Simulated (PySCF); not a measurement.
```csv
atom,x (Å),y (Å),z (Å)
C,1.8460,0.3340,1.1393
C,1.6462,-0.4079,0.0592
Si,0.0079,-0.6079,-0.8192
C,-1.5927,-0.4166,0.1599
C,-1.2653,0.7817,-0.7399
H,2.8114,0.4177,1.6147
H,1.0471,0.8927,1.5988
H,2.4865,-0.9480,-0.3596
H,0.0104,-1.4827,-1.9822
H,-1.5584,-0.2309,1.2240
H,-2.4701,-0.9844,-0.1140
H,-1.9400,0.9462,-1.5677
H,-1.0334,1.7066,-0.2310
```

Geometry: GFN2-xTB.

Theory: PBE0/pcSseg-1, SCF density, gas phase, non-relativistic (PySCF).

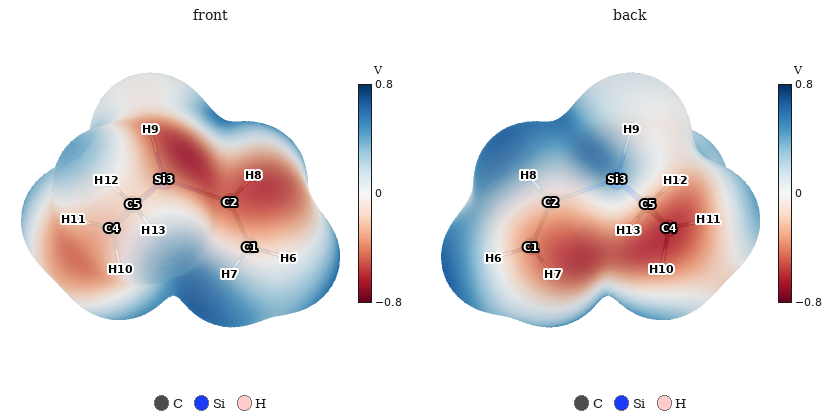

C₄H₈Si (SMILES C=C[SiH]1CC1). The electrostatic potential painted on the density surface at 0.001 e/bohr³, seen from the front and from behind; red is negative and blue positive.

### Describe the electrostatic potential map.

The most negative region (about −0.6 V) lies over C1, C2, C4 and C5, the most positive (about +0.7 V) over H6, H7 and H8.
